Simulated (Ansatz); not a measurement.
The figure comes from a scan of InAs (zinc blende): one In atom of a 4-atom cell moves by s along Cartesian [111], with its periodic images. Level of theory: r2SCAN (plane waves to 500 eV, PAW, scalar-relativistic; Ansatz, a quantum-chemistry and plane-wave program). k mesh 4×8×8 (Γ-centred), Fermi-Dirac smearing 0.05 eV. The energy includes the smearing's −TS. InAs was relaxed with its symmetry unable to fall. ΔE is measured from the undisplaced structure.

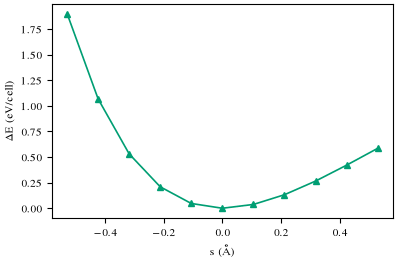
Fig. 1. ΔE (eV/cell) against s (Å); markers are the computed points, lines only join them.

List the plotted points as numbers.

To the nearest 0.05:

| s (Å) | ΔE (eV/cell) |
|---|---|
| -0.530 | 1.90 |
| -0.424 | 1.05 |
| -0.318 | 0.55 |
| -0.212 | 0.20 |
| -0.106 | 0.05 |
| 0.000 | 0.00 |
| 0.106 | 0.05 |
| 0.212 | 0.15 |
| 0.318 | 0.25 |
| 0.424 | 0.40 |
| 0.530 | 0.60 |

(A displaced cell: forces are minus the slopes of the energy, force constants its curvatures, and phonons follow from these.)
